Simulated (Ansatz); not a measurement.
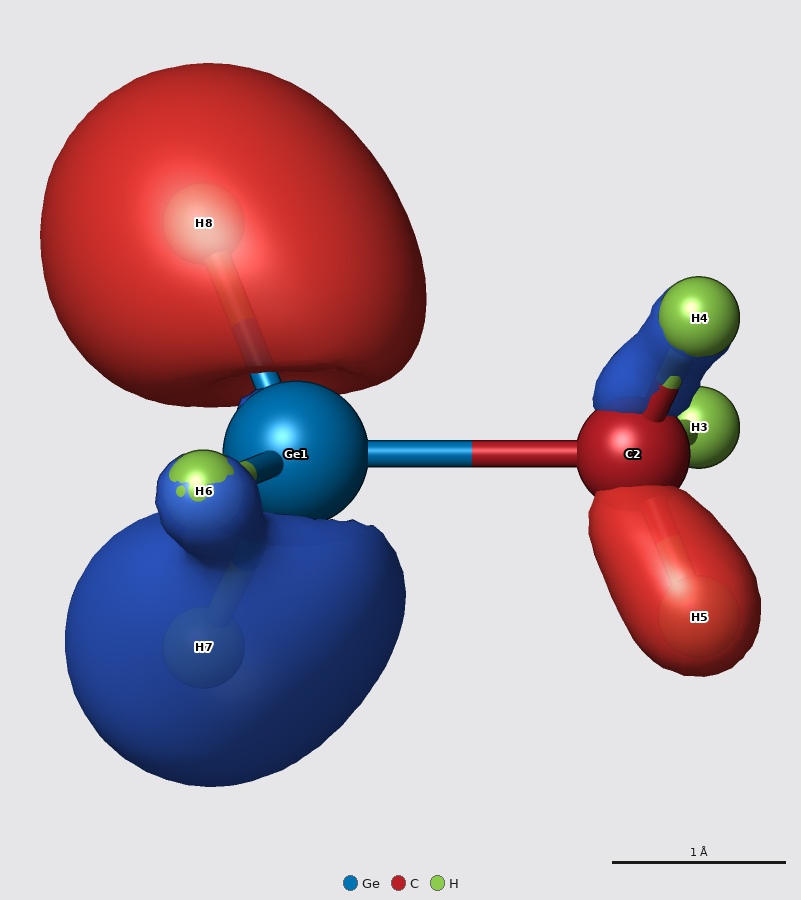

CH$_{6}$Ge. The HOMO−1 at ±0.15 Å⁻³ᐟ² (blue and red are the two phases), seen from one side.

Theory: RKS BHLYP-D4/def2-mTZVP (Ansatz 0.2.0).

Input file:

```
crystal:
  periodic: [false, false, false]
  atoms:
    - { symbol: Ge, position_ang: [0.0, 0.0, 0.0] }
    - { symbol: C, position_ang: [0.0, 0.0, 1.96] }
    - { symbol: H, position_ang: [-0.9996, -0.3092, 2.3305] }
    - { symbol: H, position_ang: [0.7676, -0.7111, 2.3305] }
    - { symbol: H, position_ang: [0.232, 1.0203, 2.3305] }
    - { symbol: H, position_ang: [1.4616, 0.0, -0.5162] }
    - { symbol: H, position_ang: [-0.73, 1.2648, -0.5162] }
    - { symbol: H, position_ang: [-0.73, -1.2648, -0.5162] }
basis:
  gaussian: { orbitals: def2-mTZVP }
hamiltonian:
  xc: { name: BHLYP }
  dispersion: d4
relax:
  f_tol: 0.02
  max_steps: 40
output:
  orbitals: {}
```

Command:

```sh
ansatz run input.yaml --threads 1 --pin off --max-ram 2048MiB --backend cpu --events-out ev --progress --plain --runs-dir out
```

The fields are those of the run's last geometry, not of the input's.

### What is the character of this orbital?

It lies mainly on Ge1 (about 40 %), H8 (about 30 %) and H7 (about 20 %). It is one of a degenerate set, so its orientation is arbitrary. Its energy is −10.52 eV.
